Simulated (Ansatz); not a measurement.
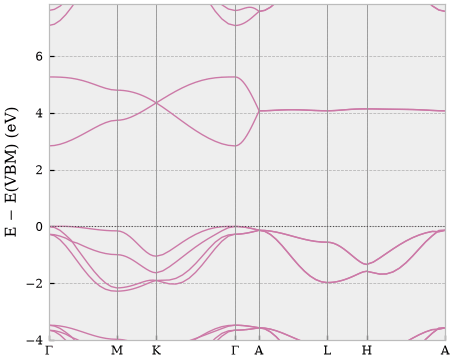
Fig. 1. Band structure from the program Ansatz at the r²SCAN level (PAW)

**Question.** Read off the gap and where the band edges lie.

**Answer.** About 2.8 eV (2.83 eV by a search for the band edges); maximum on the Γ–M line, 19 % of the way from Γ, minimum at Γ.

**Question.** Which compound is it?
A) ZnO, wurtzite
B) Li2O2, P6_3/mmc (Li on 2a, Li on 2c, O on 4f)
C) C, P6_3/mmc (C on 4f, C on 4f, C on 4e)
D) InCl3, P6_3/mmc (In on 2d, Cl on 6h)

**Answer.** B, Li2O2, P6_3/mmc (Li on 2a, Li on 2c, O on 4f)

The workflow started from a Materials Project entry (that database holds measured and hypothetical structures alike); the Crystallography Open Database files this formula in space group No. 194, but the cells were not matched. Whether it is the stable phase at ambient conditions was not checked. The r²SCAN relaxation kept the symmetry of its start; whether a distortion lowers the energy is not shown.

Potentials: the later of the program's two PAW sets.
